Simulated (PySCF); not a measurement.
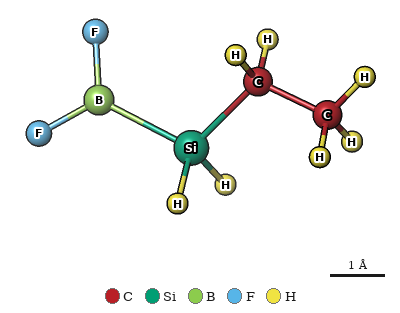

Starting structure of C2H7BF2Si. The picture is a ball-and-stick view, seen at a tilt.

The start comes from GFN2-xTB. Its atoms were then displaced at random by about 0.01 Å.

These are results of PBE0-D3(BJ)/def2-SVP geometry optimisation, gas phase (PySCF 2.14.0, density-fitted response routines), not measurements.

```xyz
13

C    -2.0118   -0.0459   -0.2679
C    -0.6506   -0.5184    0.1197
Si    0.7426    0.5885   -0.5482
B     2.5831   -0.1252   -0.0684
F     2.8059   -1.4027    0.1897
F     3.6369    0.6202   -0.0038
H    -2.7959   -0.6790    0.1233
H    -2.1180    0.0192   -1.3585
H    -2.2068    0.9869    0.1316
H    -0.5158   -1.5356   -0.2381
H    -0.5971   -0.5793    1.2200
H     0.5610    1.9560   -0.0207
H     0.5723    0.6984   -2.0116
```

Q: Predict the outcome.

A: Over 7 geometry steps the energy falls by 0.102 eV. The largest move after the best rigid fit is that of F5, 0.13 Å. Largest moves by element: F 0.13 Å, H 0.10 Å, Si 0.04 Å, C 0.04 Å, B 0.04 Å. Near-neighbour distances that change, for instance: C1–C2 1.492 → 1.525 Å, B4–F6 1.292 → 1.320 Å, C1–H9 1.124 → 1.101 Å, Si3–H12 1.477 → 1.498 Å. Among the angles between lasting bonds that change: B4–Si3–H13 111.4° → 108.0°, Si3–C2–H10 109.8° → 107.1°, C2–Si3–H12 108.9° → 111.4°.

History of the run:

```json
{"step": "0", "E − E(0), eV": "0.0000"}
{"step": "1", "E − E(0), eV": "-0.0951"}
{"step": "2", "E − E(0), eV": "-0.0991"}
{"step": "3", "E − E(0), eV": "-0.1005"}
{"step": "4", "E − E(0), eV": "-0.1011"}
{"step": "5", "E − E(0), eV": "-0.1015"}
{"step": "6", "E − E(0), eV": "-0.1017"}
{"step": "7", "E − E(0), eV": "-0.1018"}
```

Final geometry:

```xyz
13

C    -2.0488   -0.0537   -0.2571
C    -0.6332   -0.4821    0.1146
Si    0.7369    0.6325   -0.5539
B     2.5515   -0.1442   -0.0638
F     2.6955   -1.4450    0.1263
F     3.6451    0.5809    0.0782
H    -2.8034   -0.7335    0.1694
H    -2.1945   -0.0446   -1.3488
H    -2.2754    0.9599    0.1096
H    -0.4236   -1.5044   -0.2456
H    -0.5162   -0.5271    1.2116
H     0.6142    2.0274   -0.0231
H     0.6576    0.7170   -2.0502
```

After the run, drawn alike:

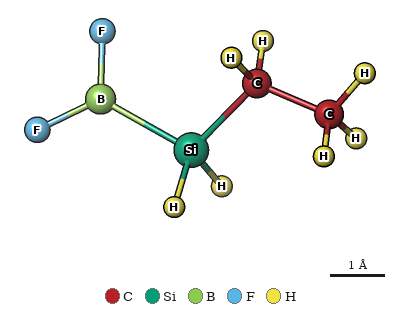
